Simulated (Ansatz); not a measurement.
# CHSi (quartet): correlated methods under varied settings at distance Si1–H3 = 5.103 Å

Aim: run CHSi (quartet) at one geometry under a spread of methods and options, and see what each costs and gives.

Computed with Ansatz 0.2.0, Gaussian basis. Level: the settings change from run to run.

14 further runs of the same task are left out: 2 for a mislabelled method, 7 that didn't finish, 5 set aside as unsound or not needed.

## Step 1: The system

The geometry derives from a PBE0/def2-TZVP stationary point (not a proven minimum). One bond is set to the value named and the two fragments are kept rigid.

3 atoms, charge 0, spin multiplicity 4.

Atoms are counted from 1 here; the program's logs count them from 0.

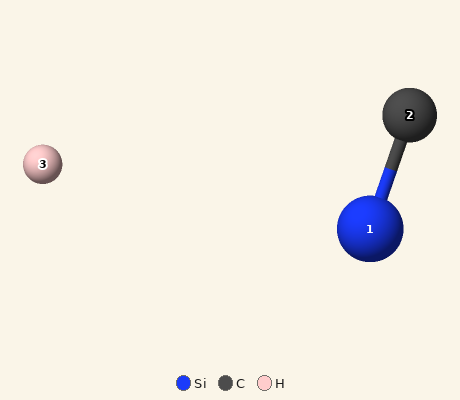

The structure; silicon blue, carbon dark grey, hydrogen pink; atoms are numbered from 1 in the order of the file.

## Step 2: BCCD(T) on UHF/6-31G

The input, in.yaml:

```yaml
crystal:
  periodic: [false, false, false]
  atoms:
    - {symbol: Si, position_ang: [0.000000, -0.168584, 0.507735]}
    - {symbol: C, position_ang: [0.000000, -0.009131, -1.325250]}
    - {symbol: H, position_ang: [0.000000, 4.806272, 1.644142]}
basis:
  gaussian: {orbitals: 6-31G}
magnetization: {spin_polarized: true, initial_magnetization: 3}
correlation: {method: bccd_t, electrons: valence}
accuracy: high
output: {forces: true}
```

The run is started by

```console
> ansatz run in.yaml --threads 1 --pin off --events-out ev --progress --plain --max-ram 2393MiB
```

Log, cut to the lines that bear on the results:

```text
Functional definition: HF
  name "HF"
  cite "Fock, Z. Phys. 61, 126 (1930) doi:10.1007/BF01340294"
  parent pbe
[...]
512 factors; integrals over basis functions are off by at most 3.2e-9 eV
[...]
mean field -8900.23055855 eV, -327.0774402337 hartree, gradient 3.3e-8 eV, S^2 4.427021; 20 other end points of the search recorded, 0 dependent functions left out
determinant -8900.23055855 eV, -327.0774402337 hartree, with singles and doubles -8903.05747569 eV, -327.1813275223 hartree
determinant -8900.23031894 eV, -327.0774314282 hartree, with singles and doubles -8903.05733028 eV, -327.1813221788 hartree
determinant -8899.23764862 eV, -327.0409514667 hartree, with singles and doubles -8902.67850014 eV, -327.1674004278 hartree
determinant -8899.19221683 eV, -327.0392818794 hartree, with singles and doubles -8902.91514514 eV, -327.1760969714 hartree
determinant -8899.18789218 eV, -327.0391229513 hartree, with singles and doubles -8901.32033022 eV, -327.1174886039 hartree
determinant -8899.18733578 eV, -327.0391025041 hartree, with singles and doubles -8901.31945835 eV, -327.1174565635 hartree
determinant -8899.07767107 eV, -327.0350724005 hartree, with singles and doubles -8902.27314450 eV, -327.1525038831 hartree
determinant -8897.62650806 eV, -326.9817431435 hartree, with singles and doubles -8900.26903164 eV, -327.0788540936 hartree
determinant -8897.62534766 eV, -326.9817004994 hartree, with singles and doubles -8900.26784090 eV, -327.0788103347 hartree
determinant -8900.23055855 eV, -327.0774402337 hartree, with singles and doubles -8903.09510747 eV, -327.1827104649 hartree
determinant -8900.23031894 eV, -327.0774314282 hartree, with singles and doubles -8903.09502091 eV, -327.1827072838 hartree
determinant -8899.23764862 eV, -327.0409514667 hartree, with singles and doubles -8903.03007502 eV, -327.1803205665 hartree
determinant -8899.19221683 eV, -327.0392818794 hartree, with singles and doubles -8903.04979993 eV, -327.1810454437 hartree
6 core orbitals not correlated: weight in the atoms' cores, before any rotation towards them, 1.000 or more for the frozen orbitals, at most 0.000 for the correlated occupied ones
reference -8900.23055855 eV, -327.0774402337 hartree; 6, 3 occupied and 12, 15 virtual orbitals, 512 factors
second order -1.79484823 eV of doubles, -0.00000000 eV of singles
cycle   1  -2.89101388 eV  change   -2.6e-2 eV  update   8.1e-2
[...]
cycle  40  -2.79803952 eV  change  -7.3e-11 eV  update  1.7e-10
perturbative correction -0.19837522 eV, -0.0072901548 hartree
[...]
Total energy: -8903.22697329 eV, -327.1875564443 hartree
Atom 0 at     0.000000    -0.168584     0.507735 Å, force    -0.000000     0.064720    -0.731517 eV/Å
Atom 1 at     0.000000    -0.009131    -1.325250 Å, force     0.000000    -0.063530     0.731838 eV/Å
Atom 2 at     0.000000     4.806272     1.644142 Å, force    -0.000000    -0.001190    -0.000321 eV/Å
Dipole moment:     0.000000    -0.018600     0.217684 e Å
```

Wall time 4.2 s (1 thread of AMD EPYC 9R14, shared host).

From the report: ⟨S²⟩ of the determinant 4.427 (pure quartet: 3.75); correlation -2.9964 eV; largest double amplitude 0.17. The determinant is far from a pure spin state, so its energy mixes those of several spin states (harmless only where they are near-degenerate, as at dissociation).

## Step 3: CASCI(3,7)/6-31G

Changes to in.yaml since step 2:

```diff
@@ -8,5 +8,4 @@
   gaussian: {orbitals: 6-31G}
-magnetization: {spin_polarized: true, initial_magnetization: 3}
-correlation: {method: bccd_t, electrons: valence}
+magnetization: {spin_polarized: false, initial_magnetization: 3}
+correlation: {active_space: {window: {electrons: 3, orbitals: 7}, fixed_orbitals: true}}
 accuracy: high
-output: {forces: true}
```

Launched as before.

Log:

```text
Functional definition: HF
  name "HF"
  cite "Fock, Z. Phys. 61, 126 (1930) doi:10.1007/BF01340294"
  parent pbe
  exchange = exact_x
  correlation = 0
512 factors; integrals over basis functions are off by at most 3.2e-9 eV
mean field evaluation 1: about -8897.7307 eV, gradient 9.6e0 eV
mean field evaluation 2: about -8897.7331 eV, gradient 9.7e0 eV
mean field evaluation 4: about -8898.8513 eV, gradient 2.7e0 eV
mean field evaluation 8: about -8899.2042 eV, gradient 8.0e-1 eV
mean field evaluation 16: about -8899.2203 eV, gradient 1.3e-8 eV
mean field evaluation 32: about -8899.2204 eV, gradient 1.1e-3 eV
mean field evaluation 64: about -8899.2176 eV, gradient 6.9e-1 eV
mean field evaluation 96: about -8899.2205 eV, gradient 5.1e-4 eV
mean field -8899.22050926 eV, -327.0403216072 hartree, gradient 1.6e-8 eV, S^2 3.750000; 11 other end points of the search recorded, 0 dependent functions left out
reference -8899.22050926 eV, -327.0403216072 hartree; 12, 9 occupied and 12, 15 virtual orbitals, 512 factors
state -8899.23127649 eV, -327.0407172955 hartree
Total energy: -8899.23127649 eV, -327.0407172955 hartree
```

Run time: 0.63 s. Hardware: 1 thread of AMD EPYC 9R14, shared host.

From the report: 20 determinants; active occupations 1.00, 1.00, 1.00, 0.00, 0.00, 0.00, 0.00.

## Step 4: BCCD on ROHF/6-31++G**

The input, in.yaml:

```yaml
crystal:
  periodic: [false, false, false]
  atoms:
    - {symbol: Si, position_ang: [0.000000, -0.168584, 0.507735]}
    - {symbol: C, position_ang: [0.000000, -0.009131, -1.325250]}
    - {symbol: H, position_ang: [0.000000, 4.806272, 1.644142]}
basis:
  gaussian: {orbitals: "6-31++G**", point_charges: [{charge: -0.50, position_ang: [4.644, 0.925, -0.773]}]}
magnetization: {spin_polarized: false, initial_magnetization: 3}
correlation: {method: bccd, electrons: outside_noble_gas}
output: {forces: true}
```

The command is unchanged.

Log, cut to the lines that bear on the results:

```text
Functional definition: HF
  name "HF"
  cite "Fock, Z. Phys. 61, 126 (1930) doi:10.1007/BF01340294"
  parent pbe
[...]
413 factors; integrals over basis functions are off by at most 9.4e-4 eV
[...]
mean field -8900.26950438 eV, -327.0788714665 hartree, gradient 1.5e-6 eV, S^2 3.750000; 22 other end points of the search recorded, 0 dependent functions left out
[...]
determinant -8900.26950438 eV, -327.0788714665 hartree, with singles and doubles -8905.30971580 eV, -327.2640958201 hartree
determinant -8900.13060153 eV, -327.0737668811 hartree, with singles and doubles -8905.59238489 eV, -327.2744837176 hartree
determinant -8900.12002258 eV, -327.0733781118 hartree, with singles and doubles -8905.52104329 eV, -327.2718619618 hartree
determinant -8900.11992278 eV, -327.0733744440 hartree, with singles and doubles -8905.52100090 eV, -327.2718604040 hartree
[...]
6 core orbitals not correlated: weight in the atoms' cores, before any rotation towards them, 1.000 or more for the frozen orbitals, at most 0.000 for the correlated occupied ones
reference -8900.13060153 eV, -327.0737668811 hartree; 6, 3 occupied and 36, 39 virtual orbitals, 413 factors
second order -4.50496091 eV of doubles, -0.08161946 eV of singles
cycle   1  -5.41914671 eV  change    5.1e-2 eV  update   2.6e-2
[...]
cycle  20  -5.43495343 eV  change   -1.9e-9 eV  update   1.3e-8
WARN: the results are in doubt because among natural orbitals full CI differs from the method by -0.134 eV
[...]
Total energy: -8905.56555496 eV, -327.2734977356 hartree
Atom 0 at     0.000000    -0.168584     0.507735 Å, force     0.084732     0.236642    -2.503471 eV/Å
Atom 1 at     0.000000    -0.009131    -1.325250 Å, force    -0.063346    -0.228334     2.472888 eV/Å
Atom 2 at     0.000000     4.806272     1.644142 Å, force    -0.000056    -0.001050    -0.000289 eV/Å
Dipole moment:     0.069111    -0.015710     0.329330 e Å
In doubt: among natural orbitals full CI differs from the method by -0.134 eV
```

Run time: 12 s. Hardware: 1 thread of AMD EPYC 9R14, shared host.

From the report: correlation -5.4350 eV; largest double amplitude 0.10. The program marks this result as in doubt; its last lines say why.

## Step 5: CCSD(T) on ROHF/STO-3G

The input, in.yaml:

```yaml
crystal:
  periodic: [false, false, false]
  atoms:
    - {symbol: Si, position_ang: [0.000000, -0.168584, 0.507735]}
    - {symbol: C, position_ang: [0.000000, -0.009131, -1.325250]}
    - {symbol: H, position_ang: [0.000000, 4.806272, 1.644142]}
basis:
  gaussian: {orbitals: STO-3G}
magnetization: {spin_polarized: false, initial_magnetization: 3}
correlation: {method: ccsd_t, electrons: all}
```

Same command.

Log, cut to the lines that bear on the results:

```text
Functional definition: HF
  name "HF"
  cite "Fock, Z. Phys. 61, 126 (1930) doi:10.1007/BF01340294"
  parent pbe
[...]
166 factors; integrals over basis functions are off by at most 2.5e-5 eV
[...]
mean field -8794.74812373 eV, -323.2010322528 hartree, gradient 2.5e-10 eV, S^2 3.750000; 21 other end points of the search recorded, 0 dependent functions left out
[...]
determinant -8794.74812373 eV, -323.2010322528 hartree, with singles and doubles -8797.43882510 eV, -323.2999137043 hartree
determinant -8794.74811680 eV, -323.2010319980 hartree, with singles and doubles -8797.43882329 eV, -323.2999136376 hartree
determinant -8794.66006975 eV, -323.1977963287 hartree, with singles and doubles -8797.43193373 eV, -323.2996604511 hartree
determinant -8794.47319195 eV, -323.1909286961 hartree, with singles and doubles -8798.29550116 eV, -323.3313959688 hartree
[...]
determinant -8794.47319195 eV, -323.1909286961 hartree, with singles and doubles -8798.30029429 eV, -323.3315721131 hartree
determinant -8794.47318925 eV, -323.1909285968 hartree, with singles and doubles -8798.30029326 eV, -323.3315720753 hartree
determinant -8794.39413049 eV, -323.1880232411 hartree, with singles and doubles -8798.30293881 eV, -323.3316692974 hartree
determinant -8794.39413049 eV, -323.1880232411 hartree, with singles and doubles -8798.31538503 eV, -323.3321266876 hartree
unrestricted determinant -8796.24900318 eV, -323.2561885553 hartree, S^2 4.5237
reference -8794.47319195 eV, -323.1909286961 hartree; 12, 9 occupied and 3, 6 virtual orbitals, 166 factors
second order -2.87755524 eV of doubles, -0.05026478 eV of singles
cycle   1  -3.82710131 eV  change    1.0e-6 eV  update   2.8e-6
perturbative correction -0.09719825 eV, -0.0035719699 hartree
WARN: these amplitudes may be one of several solutions (largest doubles amplitude 0.28, level shift 1.39 eV)
Total energy: -8798.39749151 eV, -323.3351440450 hartree
```

It took 1.6 s on 1 thread of AMD EPYC 9R14, shared host.

From the report: correlation -3.9243 eV; T1 0.045; largest double amplitude 0.28. The report flags that the cluster equations may have other roots.

## Step 6: BCCD/6-31G

Changes to in.yaml since step 5:

```diff
@@ -7,4 +7,5 @@
 basis:
-  gaussian: {orbitals: STO-3G}
+  gaussian: {orbitals: 6-31G}
 magnetization: {spin_polarized: false, initial_magnetization: 3}
-correlation: {method: ccsd_t, electrons: all}
+hamiltonian: {xc: {name: PBE}, pseudopotentials: {relativity: scalar}}
+correlation: {method: bccd, electrons: outside_noble_gas, diis_vectors: 2}
```

The command is unchanged.

Log, cut to the lines that bear on the results:

```text
Functional definition: PBE
  name "PBE"
  cite "Perdew, Burke & Ernzerhof, Phys. Rev. Lett. 77, 3865 (1996) doi:10.1103/PhysRevLett.77.3865"
  parent pbe
[...]
302 factors; integrals over basis functions are off by at most 1.9e-4 eV
[...]
mean field -8930.48606876 eV, -328.1893097261 hartree, gradient 2.2e-10 eV, S^2 3.750000; 8 other end points of the search recorded, 0 dependent functions left out
[...]
unrestricted determinant -8915.45552656 eV, -327.6369474883 hartree, S^2 4.4274
6 core orbitals not correlated: weight in the atoms' cores, before any rotation towards them, 1.000 or more for the frozen orbitals, at most 0.000 for the correlated occupied ones
reference -8913.80258895 eV, -327.5762031516 hartree; 6, 3 occupied and 12, 15 virtual orbitals, 302 factors
second order -4.05004706 eV of doubles, -0.32609619 eV of singles
cycle   1  -3.96486606 eV  change    4.1e-1 eV  update   1.1e-1
[...]
cycle  25  -4.37496622 eV  change   -3.6e-6 eV  update   7.2e-6
WARN: the results are in doubt because among natural orbitals full CI differs from the method by -0.174 eV
Total energy: -8918.17755517 eV, -327.7369801948 hartree
Relativity: scalar
In doubt: among natural orbitals full CI differs from the method by -0.174 eV
```

Run time: 6.5 s. Hardware: 1 thread of AMD EPYC 9R14, shared host.

From the report: correlation -4.3750 eV; largest double amplitude 0.18. Mind the lines of doubt at the end of the log.

## Step 7: NEVPT2(3,9)/def2-SVP

The input, in.yaml:

```yaml
crystal:
  periodic: [false, false, false]
  atoms:
    - {symbol: Si, position_ang: [0.000000, -0.168584, 0.507735]}
    - {symbol: C, position_ang: [0.000000, -0.009131, -1.325250]}
    - {symbol: H, position_ang: [0.000000, 4.806272, 1.644142]}
basis:
  gaussian: {orbitals: def2-SVP}
magnetization: {spin_polarized: false, initial_magnetization: 3}
correlation: {method: sc_nevpt2, electrons: outside_noble_gas, active_space: {window: {electrons: 3, orbitals: 9}}}
```

Launched as before.

Log, cut to the lines that bear on the results:

```text
Functional definition: HF
  name "HF"
  cite "Fock, Z. Phys. 61, 126 (1930) doi:10.1007/BF01340294"
  parent pbe
[...]
361 factors; integrals over basis functions are off by at most 1.1e-3 eV
[...]
mean field -8897.11995838 eV, -326.9631277858 hartree, gradient 1.4e-6 eV, S^2 3.750000; 11 other end points of the search recorded, 0 dependent functions left out
reference -8897.11995838 eV, -326.9631277858 hartree; 12, 9 occupied and 25, 28 virtual orbitals, 361 factors
state -8897.58689125 eV, -326.9802872524 hartree
state -8897.58689125 eV, -326.9802872524 hartree; corrected -8901.31856526 eV, -327.1174237428 hartree
state -8897.26413251 eV, -326.9684260875 hartree
state -8897.26413251 eV, -326.9684260875 hartree; corrected -8900.87109335 eV, -327.1009794534 hartree
state -8897.58689125 eV, -326.9802872524 hartree; corrected -8901.31856526 eV, -327.1174237428 hartree
Total energy: -8901.31856526 eV, -327.1174237428 hartree
```

Wall time 7.5 s (1 thread of AMD EPYC 9R14, shared host).

From the report: 44 determinants; active occupations 1.00, 0.96, 0.96, 0.04, 0.04, 0.00, 0.00, 0.00, 0.00.

## Step 8: All runs side by side

Where basis and cores are those of an earlier FCI/6-31G run (-8903.3089 eV), and the state is the same kind, the miss against it is given. † marks a result that the program doubts.

| level | correlated | functions | energy (eV) | from FCI (meV) | time |
| --- | --- | --- | --- | --- | --- |
| BCCD(T) on UHF/6-31G | valence | 24 | -8903.2270 | 81.9 | 4.2 s |
| CASCI(3,7)/6-31G |  | 24 | -8899.2313 | 4077.6 | 0.63 s |
| BCCD on ROHF/6-31++G** (beside a point charge) † | outside noble gas | 48 | -8905.5656 |  | 12 s |
| CCSD(T) on ROHF/STO-3G † | all | 15 | -8798.3975 |  | 1.6 s |
| BCCD/6-31G (on PBE orbitals, relativity set) † | outside noble gas | 24 | -8918.1776 |  | 6.5 s |
| NEVPT2(3,9)/def2-SVP | outside noble gas | 37 | -8901.3186 |  | 7.5 s |

## Step 9: What came out

| quantity | value |
| --- | --- |
| runs | 6 |
| quickest | CASCI(3,7)/6-31G, 0.63 s |
| slowest | BCCD on ROHF/6-31++G** (beside a point charge) †, 12 s |

**Reading.** Total energies in different bases, with other cores or another treatment of relativity can't be set against each other. BCCD on ROHF/6-31++G** (beside a point charge) † took 19 times as long as CASCI(3,7)/6-31G; the jobs differ in more than the method. Hartree-Fock, CASSCF and CASCI lack dynamic correlation by design.
